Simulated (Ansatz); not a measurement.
# CH6SeSn (SMILES [CH3][SnH2][SeH]): HF/def2-SVP (core potential)

Aim: the vertical singlet–triplet gap of CH6SeSn at HF/def2-SVP (core potential), from 2 runs. 

The results are computed with Ansatz 0.2.0.

26 further runs of the same task are left out: 26 set aside as unsound or not needed.

**1. The molecule**

CH6SeSn has 9 atoms, charge 0, and is taken as a singlet. SMILES: `[CH3][SnH2][SeH]`. Geometry: relaxed at PBE0-D4/def2-TZVP. This is one conformer, not always the lowest.

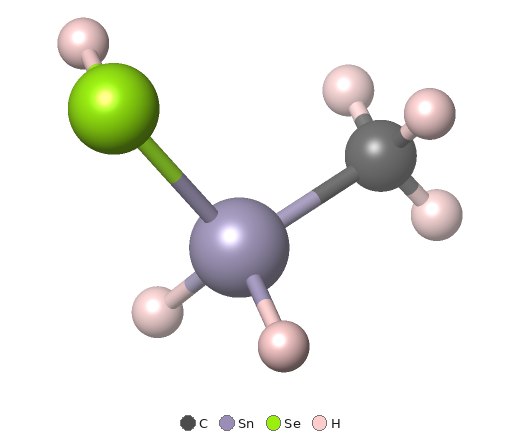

Viewed from a chosen angle; carbon dark grey, tin purple, selenium green, hydrogen pink.

**2. The energy at HF/def2-SVP (core potential)**

input.yaml reads:

```yaml
crystal:
  periodic: [false, false, false]
  atoms:
    - symbol: C
      position_ang: [-0.174500, 1.157500, -0.743700]
    - symbol: Sn
      position_ang: [0.300500, -0.850100, -0.190700]
    - symbol: Se
      position_ang: [0.644400, -0.976600, 2.322400]
    - symbol: H
      position_ang: [0.629100, 1.819800, -0.423700]
    - symbol: H
      position_ang: [-1.102000, 1.460200, -0.258200]
    - symbol: H
      position_ang: [-0.295900, 1.229200, -1.825300]
    - symbol: H
      position_ang: [-0.953000, -1.923600, -0.638000]
    - symbol: H
      position_ang: [1.791400, -1.359500, -0.847800]
    - symbol: H
      position_ang: [-0.751400, -0.603200, 2.587900]
basis:
  gaussian:
    orbitals: def2-SVP
magnetization:
  spin_polarized: false
hamiltonian:
  xc: hf
accuracy: high
output: {orbitals: {seedname: orbitals}}
```

On the command line:

```sh
$ ansatz run input.yaml --threads 1 --pin off --max-ram 2610MiB --events-out events.jsonl --progress --plain --runs-dir runs
```

Standard output:

```text
Warning: RAYON_NUM_THREADS=1 ignored (pool sized by the plan → 1); use --threads N
Functional definition: HF
  name "HF"
  exchange = exact_x
  correlation = 0
2314 factors; integrals over basis functions are off by at most 1.4e-8 eV
mean field evaluation 1: about -72223.5623 eV, gradient 2.3e1 eV
mean field evaluation 2: about -72223.6365 eV, gradient 2.3e1 eV
mean field evaluation 4: about -72225.3923 eV, gradient 2.2e0 eV
mean field evaluation 8: about -72225.4169 eV, gradient 1.2e-1 eV
mean field -72225.41704791 eV, -2654.2351203647 hartree, gradient 5.8e-8 eV, S^2 0.000000; 0 other end points of the search recorded, 0 dependent functions left out
reference -72225.41704791 eV, -2654.2351203647 hartree; 34, 34 occupied and 68, 68 virtual orbitals, 2314 factors
Total energy: -72225.41704791 eV, -2654.2351203647 hartree
```

It took 5.7 s on 1 thread of Arm Neoverse V1, shared host; peak memory 0.33 GiB.

**3. The triplet at the same level**

molecule.yaml reads:

```yaml
crystal:
  periodic: [false, false, false]
  atoms:
    - {symbol: C, position_ang: [-0.174500, 1.157500, -0.743700]}
    - {symbol: Sn, position_ang: [0.300500, -0.850100, -0.190700]}
    - {symbol: Se, position_ang: [0.644400, -0.976600, 2.322400]}
    - {symbol: H, position_ang: [0.629100, 1.819800, -0.423700]}
    - {symbol: H, position_ang: [-1.102000, 1.460200, -0.258200]}
    - {symbol: H, position_ang: [-0.295900, 1.229200, -1.825300]}
    - {symbol: H, position_ang: [-0.953000, -1.923600, -0.638000]}
    - {symbol: H, position_ang: [1.791400, -1.359500, -0.847800]}
    - {symbol: H, position_ang: [-0.751400, -0.603200, 2.587900]}
basis:
  gaussian:
    orbitals: def2-SVP
total_charge: 0
magnetization:
  spin_polarized: true
  initial_magnetization: 2
hamiltonian:
  xc: hf
accuracy: high
output: {orbitals: {seedname: orbitals}}
```

On the command line:

```sh
$ ansatz run molecule.yaml --threads 1 --pin off --max-ram 2610MiB --events-out events.jsonl --progress --plain --runs-dir runs
```

Standard output, shortened:

```text
Warning: RAYON_NUM_THREADS=1 ignored (pool sized by the plan → 1); use --threads N
[... 2 set-up lines as earlier in the session ...]
[...]
2314 factors; integrals over basis functions are off by at most 1.4e-8 eV
[...]
mean field -72220.50559677 eV, -2654.0546278645 hartree, gradient 3.0e-8 eV, S^2 2.017758; 4 other end points of the search recorded, 0 dependent functions left out
reference -72220.50559677 eV, -2654.0546278645 hartree; 35, 33 occupied and 67, 69 virtual orbitals, 2314 factors
Total energy: -72220.50559677 eV, -2654.0546278645 hartree
```

Run time: 32 s. Hardware: 1 thread of Arm Neoverse V1, shared host; peak memory 0.54 GiB.

**4. Outcome**

At HF/def2-SVP (core potential):

```
                                        quantity           value
                           singlet: total energy  -2654.23512 Eh
                            singlet: HOMO energy        -9.25 eV
                            singlet: LUMO energy         3.00 eV
                          singlet: HOMO–LUMO gap        12.25 eV
                           triplet: total energy  -2654.05463 Eh
     triplet: HOMO energy (highest over α and β)        -3.74 eV
      triplet: LUMO energy (lowest over α and β)        -1.10 eV
                                   triplet: ⟨S²⟩           2.018
vertical energy of the triplet above the singlet        4.911 eV
```

In words: At this shape the triplet lies 4.91 eV (113 kcal/mol) above the singlet.
